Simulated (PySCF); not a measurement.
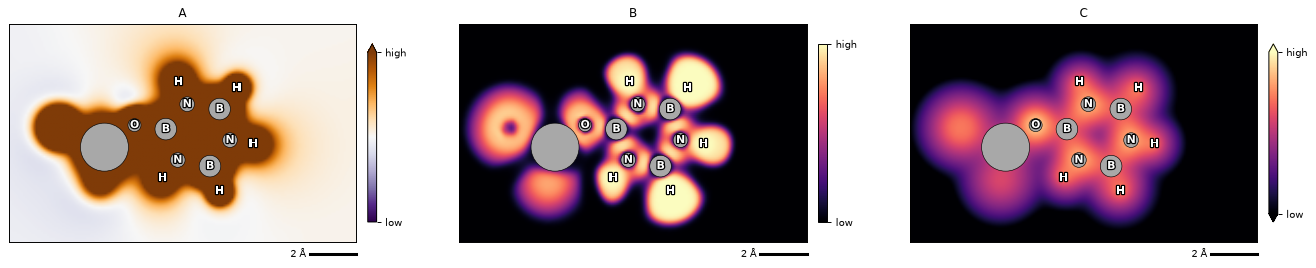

B3Cl3H5N3OTi···CH4: 3 fields on the plane of atoms B2, N1 and B6, with unlabelled colour scales. Grey discs cover the atomic cores.

Geometry: GFN2-xTB.

Level of theory: PBE0-D3(BJ)/def2-SVP, SCF density, gas phase (PySCF 2.14.0).

```xyz
21

N     0.7483   -0.3822    0.1058
B     1.4791   -1.2338   -0.7621
N     0.7523   -1.8483   -1.8136
B    -0.6376   -1.6780   -2.0215
N    -1.3244   -0.8338   -1.1106
B    -0.6575   -0.1682   -0.0491
O    -1.2791    0.7032    0.7989
Ti   -0.7725    1.9509    1.7927
Cl   -2.2300    3.1537    2.8145
Cl    0.7558    3.2609    1.0644
Cl    0.2373    1.0412    3.4577
H     1.2213    0.0812    0.8772
H     2.6260   -1.4155   -0.6157
H     1.2558   -2.4478   -2.4497
H    -1.2014   -2.1995   -2.9049
H    -2.3169   -0.6857   -1.2140
C    -2.1297    3.2107   -0.9088
H    -2.1372    4.1340   -1.4763
H    -1.1478    2.7440   -1.0035
H    -2.8870    2.5423   -1.3036
H    -2.3540    3.4388    0.1372
```

### The panels show electron density, electron localisation function and electrostatic potential in some order. Assign them.

Panel A: electrostatic potential (strongly positive close to the atoms and fading to about zero outside). Panel B: electron localisation function. Panel C: electron density. From the grid: B–O (1.37 Å): ρ at the midpoint is about 2 e/Å³; the ELF peaks at about 0.90 between the atoms: a polar covalent bond. B–N (1.42 Å): ρ is about 1.9 e/Å³ halfway; the ELF peaks at about 0.95 between the atoms (a short, strongly polar bond).
